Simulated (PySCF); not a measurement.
Molecule: SMILES CCC[SiH2]F. Atoms near the plane z = 1.2 Å, at the GFN2-xTB optimised geometry (x, y, z in Å): C1 (1.7, -1.7, 0.0), C2 (1.1, -0.3, 0.0), C3 (-0.4, -0.3, 0.0), Si4 (-1.2, 1.5, 0.0), F5 (-2.8, 1.3, 0.0), H6 (2.8, -1.7, 0.0), H8 (1.4, -2.2, 0.9), H9 (1.5, 0.3, 0.9), H11 (-0.8, -0.8, 0.9), H14 (-0.9, 2.2, 1.2).

Level of theory: PBE0/def2-TZVP (PySCF). The values are rescaled to run from 0 to 1.

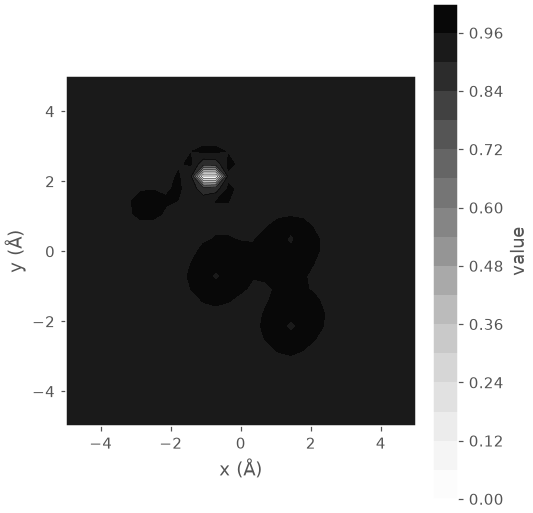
*a field on the plane z = 1.2 Å.*

Problem. Which quantity is mapped?
A) deformation density (molecule minus spherical neutral atoms)
B) electron localisation function
C) log10 of the electron density
D) Laplacian of the electron density

Solution. D, Laplacian of the electron density. In full: Laplacian of the electron density (e/bohr⁵), clipped to [-1.50, 1.50].
